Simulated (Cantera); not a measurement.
A closed system holds: 1 mol CH2F2, 0.077 mol Si, a varied amount of H2, at 3025 K and 4.60 Pa.

These are equilibrium values from Cantera (NASA tables, ideal gas, pure condensed phases), not measurements of a reactor. Candidate condensed phases: C, C6H6, C7H8, C8H18, Si, SiC; 113 gas species. The tables' values for SiF, SiF2 are old estimates; treat these amounts as uncertain. Equilibrium is a limit: real reactors are often held back by kinetics, nucleation or transport.

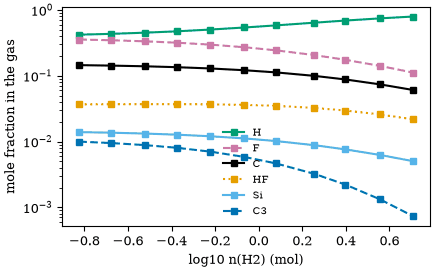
Fig. 1. Equilibrium gas composition (values under 1e-9 drawn at 1e-9)

Question: Read off the mole fractions at 0.15 mol H2.

Answer: H about 0.42, F about 0.36, C about 0.15, HF about 0.037, Si about 0.014, C3 about 0.0100.
